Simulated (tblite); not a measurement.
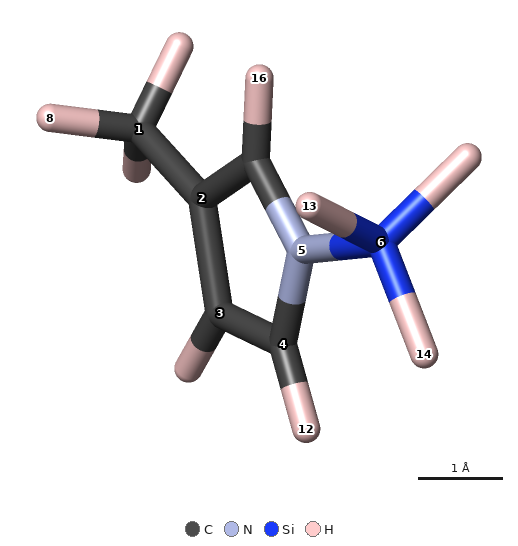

**Figure 1.** The starting structure (stick view, seen at a tilt; atoms are numbered from 1 in the order of the input). Bond lengths as drawn: C–C 1.37 to 1.47 Å, C–H 1.06 to 1.13 Å, C–N 1.33 to 1.35 Å, H–Si 1.47 to 1.50 Å and N–Si 1.79 Å.

Geometry relaxation of C5H9NSi (part 1 of 4)

The run: geometry relaxation of C5H9NSi, SMILES Cc1ccn([SiH3])c1. Method and program: GFN2-xTB geometry optimisation, gas phase (tblite 0.8.0).

It belongs to a series of runs on one base structure; here: constitutional isomer.

### Log
```
step      E/eV     max force
  0    -543.20110    3.589
  1    -543.37503    1.154
  2    -543.41212    0.539
  3    -543.43703    0.428
  4    -543.44924    0.300
  5    -543.45980    0.238
  6    -543.46528    0.168
  7    -543.47007    0.167
  8    -543.47337    0.143
  9    -543.47522    0.114
 10    -543.47618    0.078
 11    -543.47693    0.083
 12    -543.47773    0.073
 13    -543.47845    0.063
 14    -543.47890    0.052
 15    -543.47916    0.040
 16    -543.47935    0.037
 17    -543.47950    0.027
 18    -543.47960    0.026
 19    -543.47967    0.022
 20    -543.47973    0.026
 21    -543.47980    0.026
 22    -543.47987    0.023
 23    -543.47993    0.021
 24    -543.47999    0.021
 25    -543.48007    0.031
 26    -543.48015    0.030
 27    -543.48025    0.033
 28    -543.48037    0.033
 29    -543.48050    0.032
 30    -543.48061    0.031
 31    -543.48071    0.026
 32    -543.48079    0.020
 33    -543.48086    0.022
 34    -543.48093    0.021
 35    -543.48100    0.022
 36    -543.48106    0.025
 37    -543.48113    0.025
 38    -543.48120    0.021
 39    -543.48128    0.024
 40    -543.48135    0.025
 41    -543.48143    0.023
 42    -543.48150    0.026
 43    -543.48156    0.024
 44    -543.48161    0.018
 45    -543.48168    0.022
 46    -543.48178    0.027
 47    -543.48190    0.032
 48    -543.48203    0.032
 49    -543.48215    0.031
 50    -543.48230    0.031
 51    -543.48248    0.036
 52    -543.48272    0.036
 53    -543.48299    0.040
 54    -543.48330    0.044
 55    -543.48368    0.039
 56    -543.48380    0.103
 57    -543.48444    0.080
 58    -543.48475    0.048
 59    -543.48505    0.031
 60    -543.48517    0.027
 61    -543.48530    0.030
 62    -543.48539    0.026
 63    -543.48549    0.019
 64    -543.48560    0.022
 65    -543.48568    0.022
 66    -543.48577    0.025
 67    -543.48587    0.029
 68    -543.48605    0.041
 69    -543.48625    0.042
 70    -543.48644    0.032
 71    -543.48656    0.024
 72    -543.48663    0.021
 73    -543.48671    0.021
 74    -543.48693    0.030
 75    -543.48717    0.035
 76    -543.48737    0.034
 77    -543.48748    0.023
 78    -543.48754    0.024
 79    -543.48762    0.022
 80    -543.48773    0.026
 81    -543.48786    0.034
 82    -543.48804    0.042
 83    -543.48830    0.043
 84    -543.48858    0.034
 85    -543.48874    0.020
 86    -543.48880    0.020
 87    -543.48883    0.024
 88    -543.48888    0.018
 89    -543.48897    0.024
 90    -543.48905    0.022
 91    -543.48907    0.015
 92    -543.48909    0.012
 93    -543.48909    0.007
```

### Trajectory as extended XYZ (Å, eV, eV/Å), 50 of the 94 frames kept, from step=0 to step=93
```
16
Properties=species:S:1:pos:R:3:forces:R:3 step=0 energy=-543.20110
C    -2.6337    0.2205    0.1772   -0.9470   0.0720   0.3880
C    -1.2096   -0.1407    0.0719    0.9880   0.7700   0.0780
C    -0.6164   -1.4060    0.0672   -0.8480  -1.4400  -0.0310
C     0.7393   -1.2896   -0.0449   -1.3940  -1.3110   0.2680
N     0.9932    0.0205   -0.0723    3.1830   1.6220  -0.3400
Si    2.6220    0.7374   -0.2133   -0.0960   0.0560   0.4340
C    -0.1433    0.7414   -0.0151   -1.4660  -0.8070   0.1530
H    -2.9268    0.4044    1.2481    0.2370  -0.1200  -0.9130
H    -3.2819   -0.6019   -0.2042    0.4200   0.7090   0.1760
H    -2.7877    1.1545   -0.3924   -0.2540  -0.5050   0.2900
H    -1.1772   -2.3334    0.1192    0.2000   0.1790  -0.0190
H     1.4002   -2.1428   -0.0665    0.3530   0.6940  -0.0510
H     2.9744    1.5180    1.0133   -0.2610  -0.2960  -0.3210
H     3.6063   -0.3554   -0.3457   -0.3540   0.1540  -0.0590
H     2.6213    1.6810   -1.3376   -0.0550  -0.1620   0.0010
H    -0.1877    1.8011   -0.0163    0.2940   0.3850  -0.0550
16
Properties=species:S:1:pos:R:3:forces:R:3 step=2 energy=-543.41212
C    -2.6471    0.2228    0.1840    0.1320   0.0360  -0.0320
C    -1.2028   -0.1332    0.0758    0.2250   0.0990   0.1000
C    -0.6292   -1.4283    0.0657   -0.4160   0.0220  -0.0170
C     0.7125   -1.3042   -0.0389    0.1690   0.1380   0.0810
N     1.0390    0.0382   -0.0782   -0.1880  -0.3010  -0.0350
Si    2.6281    0.7427   -0.2043    0.2820   0.1640   0.0740
C    -0.1538    0.7347   -0.0130    0.1870  -0.2460   0.0420
H    -2.9220    0.4019    1.2285    0.0110  -0.0030  -0.1540
H    -3.2728   -0.5861   -0.2008    0.0790   0.2270  -0.0030
H    -2.7956    1.1426   -0.3854   -0.2960  -0.1520   0.1030
H    -1.1777   -2.3371    0.1192   -0.1800  -0.3670   0.0120
H     1.4103   -2.1267   -0.0679    0.2020   0.4990  -0.0350
H     2.9679    1.5110    1.0061   -0.1450  -0.0960  -0.0350
H     3.5969   -0.3514   -0.3474   -0.2160   0.0630  -0.0590
H     2.6201    1.6765   -1.3373   -0.0160  -0.1220   0.0020
H    -0.1813    1.8057   -0.0177    0.1690   0.0410  -0.0430
16
Properties=species:S:1:pos:R:3:forces:R:3 step=4 energy=-543.44924
C    -2.6402    0.2252    0.1837    0.1100   0.0120  -0.0260
C    -1.1987   -0.1312    0.0823    0.2290   0.0980  -0.0170
C    -0.6435   -1.4325    0.0641   -0.0630  -0.1540   0.0420
C     0.7053   -1.3017   -0.0327    0.0360  -0.1150   0.0110
N     1.0420    0.0284   -0.0813    0.0490   0.0810   0.0130
Si    2.6406    0.7509   -0.1995   -0.2600  -0.1190  -0.0770
C    -0.1410    0.7306   -0.0107   -0.1070  -0.0760   0.0430
H    -2.9207    0.4015    1.2179   -0.0370   0.0380   0.1530
H    -3.2671   -0.5721   -0.2010   -0.0190  -0.0520  -0.0820
H    -2.8137    1.1338   -0.3794   -0.1910   0.1400  -0.0670
H    -1.1877   -2.3568    0.1198   -0.0050   0.0320  -0.0090
H     1.4253   -2.0981   -0.0701    0.1790   0.2400  -0.0220
H     2.9589    1.5053    1.0046   -0.0640   0.0610   0.1940
H     3.5840   -0.3482   -0.3512   -0.0300  -0.0820  -0.0660
H     2.6190    1.6692   -1.3375   -0.0070  -0.0410  -0.0580
H    -0.1702    1.8048   -0.0203    0.1800  -0.0640  -0.0320
16
Properties=species:S:1:pos:R:3:forces:R:3 step=6 energy=-543.46528
C    -2.6320    0.2285    0.1827   -0.1360   0.0520   0.0230
C    -1.1899   -0.1291    0.0852   -0.1550  -0.0480  -0.0420
C    -0.6489   -1.4402    0.0654    0.0780  -0.0290   0.0490
C     0.7001   -1.3047   -0.0287    0.1520   0.0060  -0.0380
N     1.0436    0.0248   -0.0817   -0.0970  -0.0370   0.0550
Si    2.6341    0.7495   -0.2000   -0.0930  -0.0420   0.0390
C    -0.1352    0.7278   -0.0073   -0.0140   0.0440   0.0050
H    -2.9213    0.4031    1.2195    0.0250   0.0040   0.0360
H    -3.2638   -0.5670   -0.2057    0.0610  -0.0510  -0.0270
H    -2.8346    1.1363   -0.3794   -0.0220   0.0690  -0.0120
H    -1.1946   -2.3667    0.1197    0.0400   0.1520  -0.0090
H     1.4463   -2.0696   -0.0728    0.1610  -0.0140  -0.0100
H     2.9492    1.5049    1.0142   -0.0890  -0.0160   0.0550
H     3.5747   -0.3514   -0.3574   -0.0160  -0.0730  -0.0510
H     2.6179    1.6625   -1.3415   -0.0150  -0.0210  -0.0550
H    -0.1530    1.8002   -0.0237    0.1190   0.0060  -0.0170
16
Properties=species:S:1:pos:R:3:forces:R:3 step=8 energy=-543.47337
C    -2.6359    0.2334    0.1829   -0.0560  -0.0140  -0.0030
C    -1.1915   -0.1304    0.0837   -0.1410  -0.0010  -0.0100
C    -0.6445   -1.4425    0.0691   -0.0050   0.0560   0.0010
C     0.7045   -1.3071   -0.0287    0.1020   0.0080  -0.0090
N     1.0391    0.0221   -0.0783   -0.0140   0.0120   0.0300
Si    2.6244    0.7458   -0.1982    0.1110   0.0440   0.0430
C    -0.1363    0.7264   -0.0050   -0.0110   0.0530  -0.0120
H    -2.9204    0.4044    1.2236    0.0170  -0.0130  -0.0450
H    -3.2585   -0.5681   -0.2101    0.0230  -0.0090   0.0160
H    -2.8473    1.1425   -0.3800    0.0470  -0.0260   0.0500
H    -1.1963   -2.3633    0.1191    0.0310   0.0720   0.0020
H     1.4686   -2.0555   -0.0749    0.0560  -0.0530   0.0030
H     2.9377    1.5035    1.0232   -0.1050  -0.0790  -0.0560
H     3.5682   -0.3579   -0.3642   -0.0720   0.0010  -0.0230
H     2.6161    1.6571   -1.3469   -0.0230  -0.0610   0.0190
H    -0.1356    1.7987   -0.0267    0.0390   0.0090  -0.0060
16
Properties=species:S:1:pos:R:3:forces:R:3 step=9 energy=-543.47522
C    -2.6388    0.2344    0.1830    0.0070  -0.0370  -0.0120
C    -1.1945   -0.1307    0.0827    0.0010   0.0370  -0.0030
C    -0.6427   -1.4414    0.0701    0.0160   0.0620  -0.0210
C     0.7079   -1.3078   -0.0291   -0.0050   0.0360   0.0120
N     1.0377    0.0222   -0.0766    0.0240   0.0360   0.0140
Si    2.6238    0.7454   -0.1969    0.0850   0.0300   0.0070
C    -0.1379    0.7267   -0.0047   -0.0100   0.0010  -0.0110
H    -2.9198    0.4045    1.2241   -0.0030  -0.0130  -0.0330
H    -3.2568   -0.5691   -0.2108   -0.0180  -0.0110   0.0140
H    -2.8488    1.1438   -0.3793    0.0390  -0.0290   0.0460
H    -1.1957   -2.3601    0.1190    0.0160   0.0220   0.0050
H     1.4753   -2.0541   -0.0753    0.0130  -0.0330   0.0070
H     2.9326    1.5015    1.0243   -0.0900  -0.0620  -0.0340
H     3.5653   -0.3597   -0.3664   -0.0680   0.0050  -0.0160
H     2.6152    1.6545   -1.3479   -0.0190  -0.0600   0.0280
H    -0.1305    1.7987   -0.0275    0.0120   0.0160  -0.0030
16
Properties=species:S:1:pos:R:3:forces:R:3 step=11 energy=-543.47693
C    -2.6403    0.2332    0.1826    0.0460  -0.0320  -0.0050
C    -1.1960   -0.1293    0.0818    0.0780   0.0290  -0.0030
C    -0.6407   -1.4380    0.0698    0.0110  -0.0010  -0.0210
C     0.7106   -1.3065   -0.0288   -0.0080   0.0270   0.0170
N     1.0382    0.0243   -0.0747    0.0320   0.0260  -0.0020
Si    2.6265    0.7461   -0.1960   -0.0310  -0.0240  -0.0270
C    -0.1388    0.7276   -0.0051    0.0350   0.0170  -0.0070
H    -2.9196    0.4038    1.2229   -0.0160  -0.0180   0.0030
H    -3.2568   -0.5707   -0.2108   -0.0350  -0.0180   0.0020
H    -2.8479    1.1436   -0.3767    0.0140  -0.0050   0.0120
H    -1.1942   -2.3563    0.1191    0.0150   0.0080   0.0030
H     1.4799   -2.0544   -0.0751   -0.0530   0.0300   0.0130
H     2.9245    1.4973    1.0242   -0.0500  -0.0080   0.0400
H     3.5601   -0.3613   -0.3688   -0.0220  -0.0300  -0.0160
H     2.6136    1.6499   -1.3475   -0.0080  -0.0200  -0.0090
H    -0.1265    1.7996   -0.0283   -0.0080   0.0200  -0.0020
16
Properties=species:S:1:pos:R:3:forces:R:3 step=13 energy=-543.47845
C    -2.6386    0.2299    0.1819    0.0110   0.0040   0.0100
C    -1.1929   -0.1263    0.0809    0.0250  -0.0030  -0.0060
C    -0.6381   -1.4346    0.0680    0.0160  -0.0200   0.0010
C     0.7131   -1.3030   -0.0272   -0.0110   0.0160   0.0030
N     1.0404    0.0275   -0.0729   -0.0110  -0.0160  -0.0110
Si    2.6275    0.7453   -0.1966   -0.0430  -0.0250  -0.0040
C    -0.1362    0.7307   -0.0060    0.0260   0.0220   0.0010
H    -2.9204    0.4014    1.2216    0.0020  -0.0320   0.0130
H    -3.2587   -0.5731   -0.2105    0.0150   0.0030  -0.0010
H    -2.8466    1.1426   -0.3729    0.0010  -0.0020  -0.0160
H    -1.1919   -2.3524    0.1195    0.0120   0.0020  -0.0020
H     1.4814   -2.0514   -0.0740   -0.0400   0.0250   0.0150
H     2.9117    1.4921    1.0272   -0.0140   0.0160   0.0590
H     3.5527   -0.3654   -0.3728    0.0210  -0.0540  -0.0120
H     2.6113    1.6436   -1.3483    0.0050   0.0280  -0.0510
H    -0.1224    1.8021   -0.0293   -0.0140   0.0380  -0.0010
16
Properties=species:S:1:pos:R:3:forces:R:3 step=15 energy=-543.47916
C    -2.6369    0.2285    0.1819   -0.0050   0.0150   0.0070
C    -1.1903   -0.1248    0.0801   -0.0250   0.0020   0.0000
C    -0.6365   -1.4333    0.0673   -0.0130   0.0050   0.0120
C     0.7138   -1.3008   -0.0262   -0.0100   0.0010  -0.0060
N     1.0410    0.0286   -0.0727   -0.0150   0.0010  -0.0120
Si    2.6265    0.7439   -0.1971    0.0240   0.0090   0.0040
C    -0.1341    0.7333   -0.0064   -0.0160   0.0090   0.0020
H    -2.9206    0.3983    1.2217    0.0150  -0.0300   0.0100
H    -3.2586   -0.5740   -0.2106    0.0390   0.0100  -0.0040
H    -2.8460    1.1418   -0.3717   -0.0010  -0.0060  -0.0130
H    -1.1901   -2.3506    0.1197    0.0030  -0.0100  -0.0020
H     1.4805   -2.0486   -0.0726    0.0030  -0.0100   0.0130
H     2.9042    1.4901    1.0316   -0.0080  -0.0030   0.0130
H     3.5498   -0.3702   -0.3755    0.0080  -0.0230  -0.0030
H     2.6105    1.6416   -1.3512    0.0110   0.0140  -0.0230
H    -0.1208    1.8053   -0.0298   -0.0110   0.0160   0.0000
16
Properties=species:S:1:pos:R:3:forces:R:3 step=17 energy=-543.47950
C    -2.6364    0.2288    0.1825   -0.0020   0.0060   0.0000
C    -1.1902   -0.1240    0.0799   -0.0100   0.0110   0.0060
C    -0.6367   -1.4326    0.0678   -0.0130   0.0100   0.0080
C     0.7133   -1.2998   -0.0262   -0.0030   0.0020  -0.0060
N     1.0405    0.0294   -0.0736    0.0030   0.0180  -0.0090
Si    2.6273    0.7437   -0.1973    0.0240   0.0100  -0.0080
C    -0.1343    0.7350   -0.0065   -0.0150  -0.0040  -0.0040
H    -2.9197    0.3950    1.2227    0.0090  -0.0130   0.0100
H    -3.2562   -0.5739   -0.2109    0.0210  -0.0060  -0.0120
H    -2.8456    1.1413   -0.3723   -0.0070   0.0050   0.0010
H    -1.1891   -2.3506    0.1196   -0.0030  -0.0070   0.0000
H     1.4796   -2.0482   -0.0710    0.0070  -0.0070   0.0090
H     2.9010    1.4892    1.0345   -0.0050  -0.0160  -0.0140
H     3.5494   -0.3738   -0.3767   -0.0120   0.0090   0.0040
H     2.6111    1.6419   -1.3539    0.0150  -0.0100   0.0140
H    -0.1214    1.8076   -0.0300   -0.0090  -0.0100  -0.0010
16
Properties=species:S:1:pos:R:3:forces:R:3 step=19 energy=-543.47967
C    -2.6364    0.2293    0.1828   -0.0010  -0.0030   0.0000
C    -1.1907   -0.1230    0.0801    0.0090   0.0020   0.0040
C    -0.6373   -1.4317    0.0685    0.0060   0.0000   0.0010
C     0.7130   -1.2990   -0.0265    0.0020   0.0060  -0.0020
N     1.0404    0.0307   -0.0746    0.0040   0.0020  -0.0060
Si    2.6288    0.7440   -0.1978   -0.0130  -0.0070  -0.0060
C    -0.1350    0.7358   -0.0068    0.0060  -0.0030  -0.0070
H    -2.9187    0.3924    1.2237    0.0000  -0.0020   0.0050
H    -3.2536   -0.5743   -0.2118    0.0040  -0.0110  -0.0130
H    -2.8459    1.1413   -0.3723   -0.0110   0.0100   0.0110
H    -1.1887   -2.3507    0.1196   -0.0010   0.0070   0.0030
H     1.4793   -2.0482   -0.0695   -0.0070   0.0100   0.0060
H     2.8988    1.4877    1.0353    0.0030  -0.0100  -0.0110
H     3.5484   -0.3753   -0.3771   -0.0080   0.0090   0.0040
H     2.6123    1.6416   -1.3546    0.0180  -0.0060   0.0120
H    -0.1223    1.8084   -0.0302   -0.0090  -0.0070  -0.0020
16
Properties=species:S:1:pos:R:3:forces:R:3 step=21 energy=-543.47980
C    -2.6364    0.2295    0.1831    0.0010  -0.0070   0.0010
C    -1.1906   -0.1221    0.0805    0.0050  -0.0060  -0.0030
C    -0.6374   -1.4308    0.0691    0.0100  -0.0030  -0.0020
C     0.7128   -1.2978   -0.0268    0.0010   0.0010   0.0020
N     1.0404    0.0318   -0.0758   -0.0070  -0.0120  -0.0030
Si    2.6291    0.7438   -0.1986   -0.0230  -0.0110   0.0030
C    -0.1351    0.7364   -0.0076    0.0070   0.0040  -0.0050
H    -2.9179    0.3901    1.2248   -0.0080  -0.0010  -0.0080
H    -3.2511   -0.5753   -0.2135   -0.0020  -0.0010  -0.0050
H    -2.8471    1.1420   -0.3713   -0.0080   0.0010   0.0200
H    -1.1885   -2.3503    0.1198    0.0010   0.0130   0.0050
H     1.4789   -2.0473   -0.0679   -0.0040   0.0090   0.0020
H     2.8970    1.4857    1.0351    0.0090   0.0000   0.0010
H     3.5468   -0.3759   -0.3772    0.0050  -0.0040   0.0020
H     2.6148    1.6407   -1.3544    0.0170   0.0090  -0.0050
H    -0.1235    1.8085   -0.0306   -0.0050   0.0090  -0.0050
```
